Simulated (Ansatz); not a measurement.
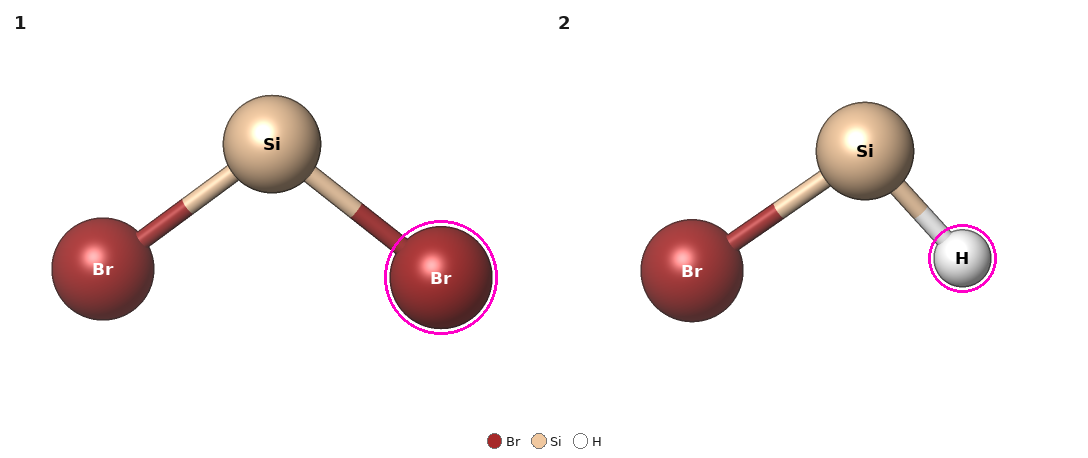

2 molecules with one skeleton, seen from the same side and at one scale; the atom that differs is circled. Charge 0, singlet. Computed geometries: PBE0-D4/def2-TZVP optimisations, one conformation each. Properties computed with Ansatz 0.2.0.

One atom differs, called X below: Br in panel 1, H in panel 2. Their formulas are SiBr2 (`Br[Si]Br`), BrHSi (`[SiH]Br`).

In which is the vertical ionisation energy higher (r2SCAN-D4/def2-TZVPP)?

Answer. In panel 1 (X = Br).

In which is the dipole moment larger (r2SCAN-D4/def2-TZVPP)?

Answer. In panel 2 (X = H).

Give the values. With PBE0-D4/def2-TZVP: length of X–Si (Å), angle X–Si–Br (°). With r2SCAN-D4/def2-TZVPP: dipole moment (D), HOMO energy (Kohn–Sham orbital) (eV), HOMO–LUMO gap (eV), vertical ionisation energy (eV).

```
                            quantity  1 (Br)  2 (H)   2 − 1
                  length of X–Si (Å)   2.249  1.527  −0.722
                   angle X–Si–Br (°)   101.9   94.0    −7.9
                   dipole moment (D)    0.73   0.89   +0.16
HOMO energy (Kohn–Sham orbital) (eV)   −6.71  −6.11   +0.60
                  HOMO–LUMO gap (eV)    2.95   2.32   −0.63
     vertical ionisation energy (eV)    9.44   9.10   −0.34
```
